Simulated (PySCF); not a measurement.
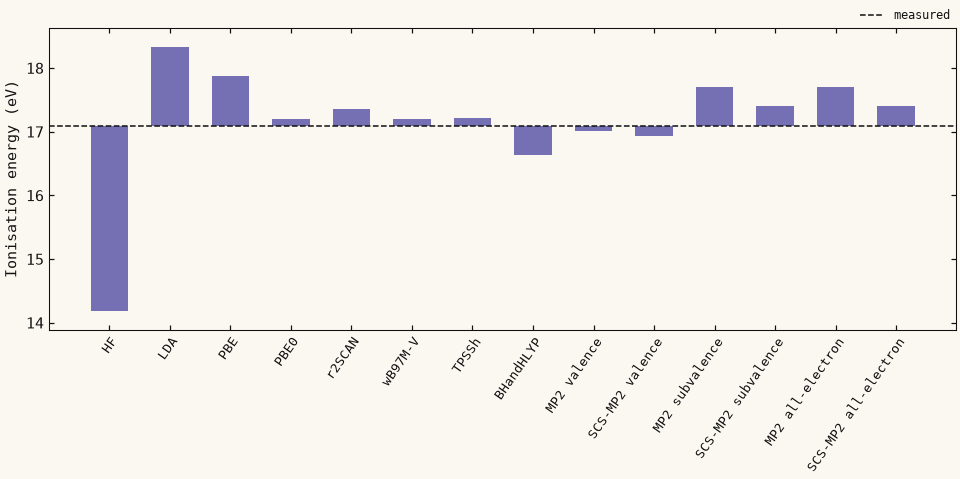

The ionisation energy of Co⁺ ([Ar] 3d⁸ → [Ar] 3d⁷) across levels of theory. PySCF, aug-cc-pwCVTZ-DK, spin-free X2C-1e, unrestricted single determinants, no spin-orbit coupling. Methods marked “valence” freeze 18 core electrons; methods marked “subvalence” freeze 10 core electrons; methods marked “all-electron” freeze no core electrons.

Which methods come out highest, lowest and best?

Answer. The values run from 14.18 eV (HF) to 18.34 eV (LDA). The measured value is 17.08 eV; nearest to it come MP2 valence (−0.07) and wB97M-V (+0.11), furthest HF (−2.91 eV). These values lack spin-orbit coupling; with the first-order correction of −0.011 eV added, MP2 valence comes nearest (−0.08).

| Method | Ionisation energy (eV) |
| --- | --- |
| HF | 14.18 |
| LDA | 18.34 |
| PBE | 17.88 |
| PBE0 | 17.20 |
| r2SCAN | 17.36 |
| wB97M-V | 17.20 |
| TPSSh | 17.22 |
| BHandHLYP | 16.63 |
| MP2 valence | 17.02 |
| SCS-MP2 valence | 16.93 |
| MP2 subvalence | 17.69 |
| SCS-MP2 subvalence | 17.40 |
| MP2 all-electron | 17.71 |
| SCS-MP2 all-electron | 17.40 |
